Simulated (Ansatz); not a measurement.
## Amorphous In$_{24}$O$_{39}$La$_{2}$

Preparation: random packing, a CHGNet melt and quench, and a DFT relaxation. O atoms were pushed apart under 1.9 Å during the dynamics, to hinder bonds among them. The hot cell started wider than the set density and was brought back towards it in steps. It is the lowest in DFT energy of 2 quenches. It is a model cell: composition and starting density were chosen by hand, and all elements were melted together. No dispersion term was used.

Methods: PBE, scalar-relativistic without spin-orbit coupling (Ansatz, a quantum-chemistry and plane-wave program); r2SCAN, scalar-relativistic without spin-orbit coupling (Ansatz); HSE06, scalar-relativistic without spin-orbit coupling (Ansatz). Geometry, pressure, stress and energy are those of the PBE run. Its sampling: a 2×2×2 Γ-centred mesh; Fermi-Dirac width 0.02 eV; no spin polarisation. Other functionals are single points at the zone centre (r2SCAN at 500 eV; exact exchange cut at the cell's faces), free to take moments where seeds were set. At PBE the levels at the filled edge of the gap are localised (band-tail or defect states).

```json
{
 "number_of_atoms_in_the_cell": "65",
 "Density (held, not predicted)": "6.51 g/cm^3",
 "volume_per_atom": "14.35 Å^3",
 "Pressure on a 2×2×2 Γ-centred mesh": "-0.19 GPa",
 "Largest force and stress component on that mesh (the relaxation ran on the zone centre alone)": "0.09 eV/Å and 0.2 GPa",
 "Energy relative to bixbyite In2O3 + hexagonal La2O3 (lowest mix at this level among the phases computed, not always the ambient ones)": "13.7 kJ/mol of atoms",
 "Level gap on a 2×2×2 Γ-centred mesh (PBE)": "0.73 eV",
 "Level gap at the zone centre (PBE)": "0.74 eV",
 "Level gap at the zone centre (r2SCAN)": "1.18 eV",
 "Level gap at the zone centre (HSE06)": "2.11 eV"
}
```

Bonds are counted up to In-In 3.12 Å, In-O 2.74 Å, In-La 3.54 Å, O-O 1.58 Å, O-La 3.00 Å, La-La 3.96 Å. Two cations that share two anions don't count as bonded, nor two that share one unless they lie closer than In-In 3.04 Å, In-La 3.45 Å, La-La 3.85 Å.

| Property | Value |
|---|---|
| Mean coordination of In by anions | 5.54 (2 with 4, 7 with 5, 15 with 6) |
| Mean coordination of O | 3.72 (12 with 3, 26 with 4, 1 with 5) |
| Mean coordination of La by anions | 6.00 (1 with 5, 1 with 7) |
| Mean In-O bond | 2.217 Å (spread 0.118 Å, 133 counted) |
| Mean O-La bond | 2.464 Å (spread 0.134 Å, 12 counted) |

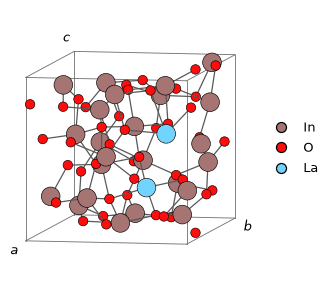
*The relaxed cell*

Its density started from a set value of 6.51 g/cm³. Cooling (nominally 280 K/ps over its main leg) ran many orders faster than in experiment, which tends to leave more defects and strain. One small periodic cell is one sample of the glass; other quenches scatter about these values. The volume was held where the preparation left it and the shape relaxed, at a PBE pressure of -0.2 GPa (tension).
